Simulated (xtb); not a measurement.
# Run report: CH₃InO, calculation of the molecule and its ions

CH₃InO (In(CO)H3), computed with GFN1-xTB, ALPB solvent cs2 (xtb 6.7.1).

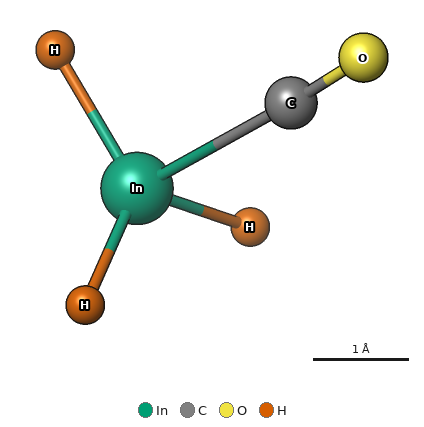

Fig. 1: The structure (ball-and-stick view, seen at a tilt). Sticks mark near contacts.

## Summary

| quantity | value |
| --- | --- |
| outcome | converged |
| electrons treated | 16 |
| total energy | −9.893755 hartree |
| dispersion energy | −0.001258 hartree |
| solvation energy | −0.002850 hartree |
| basis functions | 24 |
| hardware | 1 thread of Arm Neoverse V1, 24 GiB of memory available, shared host |
| peak memory | 0.075 GiB |

## The input (start.xyz)
```
6

In     0.003147     0.004847    -0.932395
C      0.000782     0.011257     1.480232
O      0.049248    -0.020673     2.617856
H      1.698856    -0.006354    -1.068041
H     -0.879624     1.484503    -1.065273
H     -0.858679    -1.478940    -1.026738
```

Launched with:
```bash
xtb start.xyz --vomega --pop --alpb cs2 bar1M --chrg 0 --uhf 0 --gfn 2 > start.out
```

## The program's output
```
* xtb version 6.7.1
   ID    Z sym.   atoms
    1   49 In     1
    2    6 C      2
    3    8 O      3
    4    1 H      4-6

           -------------------------------------------------
          |                Calculation Setup                |
           -------------------------------------------------

          program call               : xtb start.xyz --vomega --pop --alpb cs2 bar1M --chrg 0 --uhf 0 --gfn 2
          coordinate file            : start.xyz
          omp threads                :                     1

           -------------------------------------------------
          |                 G F N 1 - x T B                 |
           -------------------------------------------------

      * Hamiltonian:
        H0-scaling (s, p, d)           1.850000    2.250000    2.000000
        zeta-weighting                 0.000000
      * Dispersion:
        s8                             2.400000
        a1                             0.630000
        a2                             5.000000
        s9                             0.000000
      * Repulsion:
        kExp                           1.500000
        rExp                           1.000000
      * Coulomb:
        alpha                          2.000000
        third order                    atomic
        anisotropic                    false
      * Halogen bond correction:
        rad-scale                      1.300000
        damping                        0.440000

      * Solvation model:               ALPB
        Solvent                        cs2
        Parameter file                 internal GFN1-xTB/ALPB
        Dielectric constant                2.6400E+00
        Reference state                gsolv [1 bar gas/1 M solution]
        Free energy shift                  8.5346E-03 Eh       5.3555E+00 kcal/mol
        Temperature                        2.9815E+02 K
        Density                            1.2600E+00 kg/L
        Solvent mass                       7.6140E+01 g/mol
        Interaction kernel             P16
        Born radius scaling (c1)           1.3403E+00
        Born radii integrator          GBOBC
        Born offset                        0.0000E+00 a0       0.0000E+00 AA
        H-bond correction              false
        Ion screening                  false
        Surface tension                    1.0000E-05 Eh       1.5569E+01 dyn/cm
        Grid points                               230 per atom

          ...................................................
          :                      SETUP                      :
          :.................................................:
          :  # basis functions                  24          :
          :  # atomic orbitals                  23          :
          :  # shells                           13          :
          :  # electrons                        16          :
          :  # halogen bonds                     0          :
          :  max. iterations                   250          :
          :  Hamiltonian                  GFN1-xTB          :
          :  restarted?                      false          :
          :  GBSA solvation                   true          :
          :  PC potential                    false          :
          :  electronic temp.          300.0000000     K    :
          :  accuracy                    1.0000000          :
          :  -> integral cutoff          0.2500000E+02      :
          :  -> integral neglect         0.1000000E-07      :
          :  -> SCF convergence          0.1000000E-05 Eh   :
          :  -> wf. convergence          0.2000000E-04 e    :
          :  Broyden damping             0.4000000          :
          :  net charge                          0          :
          :  unpaired electrons                  0          :
          ...................................................

 iter      E             dE          RMSdq      gap      omega  full diag
   1     -9.8996787 -0.989968E+01  0.486E+00    5.84       0.0  T
   2     -9.9672936 -0.676149E-01  0.233E+00    4.34       1.0  T
   3     -9.9738321 -0.653848E-02  0.116E+00    3.26       1.0  T
   4     -9.9752265 -0.139440E-02  0.366E-01    2.53       1.0  T
   5     -9.9752826 -0.561200E-04  0.265E-01    3.01       1.0  T
   6     -9.9756571 -0.374455E-03  0.349E-02    2.85       1.2  T
   7     -9.9756616 -0.455491E-05  0.138E-02    2.83       3.0  T
   8     -9.9756622 -0.622758E-06  0.566E-03    2.83       7.2  T
   9     -9.9756624 -0.127978E-06  0.329E-04    2.83     124.2  T
  10     -9.9756624 -0.471390E-09  0.141E-05    2.83    2904.1  T
  11     -9.9756624 -0.120082E-11  0.800E-07    2.83   51009.1  T

   *** convergence criteria satisfied after 11 iterations ***

         #    Occupation            Energy/Eh            Energy/eV
      -------------------------------------------------------------
         1        2.0000           -0.8899121             -24.2157
         2        2.0000           -0.7172223             -19.5166
         3        2.0000           -0.6800533             -18.5052
         4        2.0000           -0.6799970             -18.5037
         5        2.0000           -0.6676597             -18.1679
         6        2.0000           -0.5230233             -14.2322
         7        2.0000           -0.4350737             -11.8390
         8        2.0000           -0.4332000             -11.7880 (HOMO)
         9                         -0.3293798              -8.9629 (LUMO)
        10                         -0.3292357              -8.9590
        11                         -0.1328137              -3.6140
        12                         -0.1326117              -3.6085
        13                         -0.1311703              -3.5693
       ...                                ...                  ...
        23                          0.9087557              24.7285
      -------------------------------------------------------------
                  HL-Gap            0.1038202 Eh            2.8251 eV
             Fermi-level           -0.3812899 Eh          -10.3754 eV

 SCC (total)                   0 d,  0 h,  0 min,  0.004 sec
 SCC setup                      ...        0 min,  0.000 sec (  3.922%)
 Dispersion                     ...        0 min,  0.000 sec (  0.490%)
 classical contributions        ...        0 min,  0.000 sec (  0.163%)
 integral evaluation            ...        0 min,  0.001 sec ( 20.773%)
 iterations                     ...        0 min,  0.002 sec ( 41.112%)
 molecular gradient             ...        0 min,  0.001 sec ( 29.806%)
 printout                       ...        0 min,  0.000 sec (  1.971%)

         :::::::::::::::::::::::::::::::::::::::::::::::::::::
         ::                     SUMMARY                     ::
         :::::::::::::::::::::::::::::::::::::::::::::::::::::
         :: total energy              -9.893755444128 Eh    ::
         :: w/o Gsasa/hb/shift        -9.892624239057 Eh    ::
         :: gradient norm              0.061334556398 Eh/a0 ::
         :: HOMO-LUMO gap              2.825092283082 eV    ::
         ::.................................................::
         :: SCC energy                -9.975662374152 Eh    ::
         :: -> electrostatic           0.030915946742 Eh    ::
         :: -> Gsolv                  -0.002850185065 Eh    ::
         ::    -> Gelec               -0.001718979995 Eh    ::
         ::    -> Gsasa               -0.009665760666 Eh    ::
         ::    -> Ghb                  0.000000000000 Eh    ::
         ::    -> Gshift               0.008534555595 Eh    ::
         :: repulsion energy           0.083165319275 Eh    ::
         :: dispersion energy         -0.001258389251 Eh    ::
         :: halogen bond corr.         0.000000000000 Eh    ::
         :: add. restraining           0.000000000000 Eh    ::
         :: total charge              -0.000000000000 e     ::
         :::::::::::::::::::::::::::::::::::::::::::::::::::::

           -------------------------------------------------
          |        vertical delta SCC IP calculation        |
           -------------------------------------------------

 iter      E             dE          RMSdq      gap      omega  full diag
   1     -9.4897191 -0.948972E+01  0.207E+00    2.83       0.0  T
   2     -9.4839645  0.575459E-02  0.182E+00    3.23       1.0  T
   3     -9.4859083 -0.194376E-02  0.156E+00    3.34       1.0  T
   4     -9.4956743 -0.976598E-02  0.294E-01    3.69       1.0  T
   5     -9.4936198  0.205452E-02  0.603E-01    3.66       1.0  T
   6     -9.4957811 -0.216133E-02  0.173E-01    3.67       1.0  T
   7     -9.4959586 -0.177498E-03  0.206E-02    3.67       2.0  T
   8     -9.4959577  0.878841E-06  0.207E-02    3.65       2.0  T
   9     -9.4959600 -0.228003E-05  0.873E-03    3.65       4.7  T
  10     -9.4959568  0.324299E-05  0.239E-02    3.65       1.7  T
  11     -9.4959605 -0.371890E-05  0.125E-03    3.65      32.6  T
  12     -9.4959605 -0.102261E-07  0.163E-06    3.65   25014.4  T
  13     -9.4959605 -0.177636E-14  0.135E-06    3.65   30213.1  T
     SCC iter.                  ...        0 min,  0.001 sec
     gradient                   ...        0 min,  0.001 sec
------------------------------------------------------------------------
empirical IP shift (eV):    4.8455
delta SCC IP (eV):    8.2078
------------------------------------------------------------------------
           -------------------------------------------------
          |        vertical delta SCC EA calculation        |
           -------------------------------------------------

 iter      E             dE          RMSdq      gap      omega  full diag
   1    -10.1629167 -0.101629E+02  0.374E+00    0.00       0.0  T
   2    -10.1977295 -0.348129E-01  0.220E+00    0.00       1.0  T
   3    -10.2050018 -0.727225E-02  0.119E+00    0.00       1.0  T
   4    -10.2064796 -0.147779E-02  0.701E-01    0.01       1.0  T
   5    -10.2058146  0.664954E-03  0.399E-01    0.00       1.0  T
   6    -10.2068507 -0.103604E-02  0.166E-01    0.01       1.0  T
   7    -10.2069405 -0.898102E-04  0.594E-02    0.01       1.0  T
   8    -10.2069436 -0.314684E-05  0.193E-02    0.01       2.1  T
   9    -10.2069441 -0.501575E-06  0.145E-02    0.01       2.8  T
  10    -10.2069444 -0.245795E-06  0.162E-03    0.01      25.2  T
  11    -10.2069444 -0.456466E-08  0.695E-04    0.01      58.7  T
  12    -10.2069444 -0.445723E-09  0.145E-04    0.01     282.4  T
  13    -10.2069444 -0.128519E-10  0.121E-05    0.01    3387.3  T
     SCC iter.                  ...        0 min,  0.001 sec
     gradient                   ...        0 min,  0.001 sec
------------------------------------------------------------------------
empirical EA shift (eV):    4.8455
delta SCC EA (eV):    1.4480
------------------------------------------------------------------------

------------------------------------------------------------------------
Calculation of global electrophilicity index (IP+EA)²/(8·(IP-EA))
Global electrophilicity index (eV):    1.7241
------------------------------------------------------------------------
           -------------------------------------------------
          |                Property Printout                |
           -------------------------------------------------

    * Orbital Energies and Occupations

         #    Occupation            Energy/Eh            Energy/eV
      -------------------------------------------------------------
         1        2.0000           -0.7084050             -19.2767
         2        2.0000           -0.6311291             -17.1739
         3        2.0000           -0.5325576             -14.4916
         4        2.0000           -0.4977441             -13.5443
         5        2.0000           -0.4977383             -13.5441
         6        2.0000           -0.3880264             -10.5587
         7        2.0000           -0.3861221             -10.5069
         8        2.0000           -0.3678568             -10.0099
         9        0.5278           -0.1514256              -4.1205 (HOMO)
        10        0.4722           -0.1512142              -4.1147 (LUMO)
        11                         -0.1065677              -2.8999
        12                         -0.1064608              -2.8969
        13                         -0.0996235              -2.7109
        14                         -0.0906926              -2.4679
        15                         -0.0905743              -2.4647
        16                         -0.0272564              -0.7417
        17                          0.0065900               0.1793
        18                          0.0077953               0.2121
        19                          0.1446986               3.9374
        20                          0.1899419               5.1686
       ...                                ...                  ...
        23                          1.0917020              29.7067
      -------------------------------------------------------------
                  HL-Gap            0.0002114 Eh            0.0058 eV
             Fermi-level           -0.2054805 Eh           -5.5914 eV

  Mulliken/CM5 charges         n(s)   n(p)   n(d)
     1     -0.31702 -0.44408   1.553  1.555  0.209
     2      0.12177  0.15953   1.265  2.613  0.000
     3     -0.49328 -0.53816   1.738  4.755  0.000
     4     -0.09695 -0.05059   1.097  0.000  0.000
     5     -0.10774 -0.06437   1.108  0.000  0.000
     6     -0.10678 -0.06233   1.107  0.000  0.000

Wiberg/Mayer (AO) data.
largest (>0.10) Wiberg bond orders for each atom

 ---------------------------------------------------------------------------
     #   Z sym  total        # sym  WBO       # sym  WBO       # sym  WBO
 ---------------------------------------------------------------------------
     1  49      3.178 --     5      0.788     6      0.787     4      0.787
                             2      0.769
     2   6      2.740 --     3      1.887     1      0.769
     3   8      1.945 --     2      1.887
     4   1      0.995 --     1      0.787
     5   1      0.993 --     1      0.788
     6   1      0.993 --     1      0.787
 ---------------------------------------------------------------------------

Topologies differ in total number of bonds
Writing topology from bond orders to xtbtopo.mol

 dipole moment from electron density (au)
     X       Y       Z
   0.0287   0.0122  -1.3378  total (Debye):    3.401

           -------------------------------------------------
          | TOTAL ENERGY              -10.125037449086 Eh   |
          | GRADIENT NORM               0.248659236403 Eh/α |
          | HOMO-LUMO GAP               0.005752240568 eV   |
           -------------------------------------------------

------------------------------------------------------------------------
------------------------------------------------------------------------
 total:
 *  cpu-time:     0 d,  0 h,  0 min,  0.014 sec
 * ratio c/w:     0.983 speedup
 SCF:
 *  cpu-time:     0 d,  0 h,  0 min,  0.010 sec
 * ratio c/w:     0.976 speedup
```

## Standard error
```
normal termination of xtb
```
